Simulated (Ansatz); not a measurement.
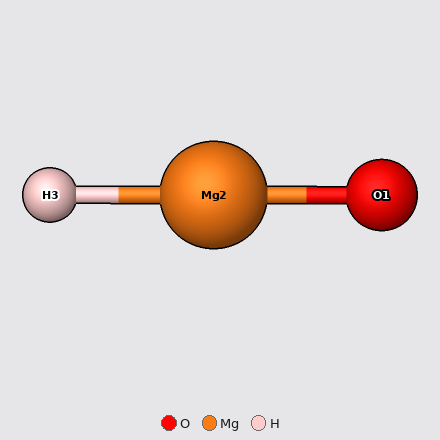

The system is HMgO, SMILES [O-][MgH], charge −1; the picture shows the reference structure. 
- Coordinates scanned: (1) angle O1–Mg2–H3 (carried through 180); (2) change of the bonds Mg2–O1, Mg2–H3, all alike.
- Nothing is relaxed (all other coordinates rigid).
- The scan uses a 15 × 15 grid; 120 points were computed and 105 follow by symmetry.
- Points are written as (first, second).
- Energies are in kJ/mol, from the lowest grid point.
- The restricted reference is unstable at some or all points, so the energies there are unreliable.
- Theory: Ansatz 0.2.0, RHF-MP2, frozen core/def2-TZVPD.

Its coordinates:

```xyz
3

O    -1.4190    0.8646   -0.6788
Mg    0.0123   -0.0075    0.0059
H     1.4067   -0.8571    0.6729
```

Range: angle O1–Mg2–H3 (carried through 180) from 140.0 to 220.0°; change of the bonds Mg2–O1, Mg2–H3, all alike from −0.197 to 0.304 Å.

**What will the energy surface look like?**

The lowest grid point is at (180.0°, 0.018 Å). No other kind of well shows on this grid. The highest grid point, (140.0°, 0.304 Å), lies 104 kJ/mol above the lowest. Round the minimum the two coordinates are nearly uncoupled.

| second ↓, first → | 140.0 | 145.7 | 151.4 | 157.1 | 162.9 | 168.6 | 174.3 | 180.0 | 185.7 | 191.4 | 197.1 | 202.9 | 208.6 | 214.3 | 220.0 |
| --- | --- | --- | --- | --- | --- | --- | --- | --- | --- | --- | --- | --- | --- | --- | --- |
| 0.304 | 104 | 98 | 93 | 88 | 85 | 83 | 82 | 81 | 82 | 83 | 85 | 88 | 93 | 98 | 104 |
| 0.268 | 89 | 82 | 77 | 73 | 70 | 67 | 66 | 65 | 66 | 67 | 70 | 73 | 77 | 82 | 89 |
| 0.232 | 75 | 68 | 63 | 59 | 55 | 53 | 51 | 51 | 51 | 53 | 55 | 59 | 63 | 68 | 75 |
| 0.197 | 62 | 56 | 51 | 46 | 43 | 40 | 39 | 38 | 39 | 40 | 43 | 46 | 51 | 56 | 62 |
| 0.161 | 51 | 45 | 39 | 35 | 31 | 29 | 27 | 27 | 27 | 29 | 31 | 35 | 39 | 45 | 51 |
| 0.125 | 42 | 35 | 30 | 25 | 21 | 19 | 17 | 17 | 17 | 19 | 21 | 25 | 30 | 35 | 42 |
| 0.089 | 35 | 28 | 22 | 17 | 14 | 11 | 9 | 9 | 9 | 11 | 14 | 17 | 22 | 28 | 35 |
| 0.054 | 30 | 23 | 17 | 12 | 8 | 5 | 4 | 3 | 4 | 5 | 8 | 12 | 17 | 23 | 30 |
| 0.018 | 27 | 20 | 14 | 9 | 5 | 2 | 1 | 0 | 1 | 2 | 5 | 9 | 14 | 20 | 27 |
| −0.018 | 28 | 21 | 14 | 9 | 5 | 2 | 1 | 0 | 1 | 2 | 5 | 9 | 14 | 21 | 28 |
| −0.054 | 32 | 25 | 18 | 13 | 9 | 6 | 4 | 4 | 4 | 6 | 9 | 13 | 18 | 25 | 32 |
| −0.089 | 41 | 33 | 26 | 21 | 17 | 14 | 12 | 12 | 12 | 14 | 17 | 21 | 26 | 33 | 41 |
| −0.125 | 54 | 46 | 40 | 34 | 30 | 27 | 25 | 25 | 25 | 27 | 30 | 34 | 40 | 46 | 54 |
| −0.161 | 73 | 65 | 59 | 53 | 49 | 46 | 44 | 43 | 44 | 46 | 49 | 53 | 59 | 65 | 73 |
| −0.197 | 100 | 92 | 85 | 79 | 75 | 72 | 70 | 69 | 70 | 72 | 75 | 79 | 85 | 92 | 100 |

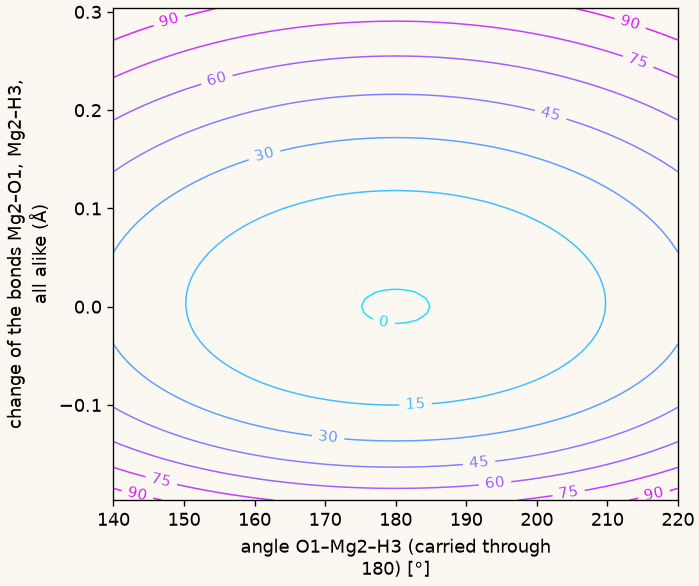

Drawn: contour lines labelled in kJ/mol. Between grid points the surface is interpolated.

Time for the 120 points that were run: 6.3 min on 1 thread of Arm Neoverse N1 (shared host).
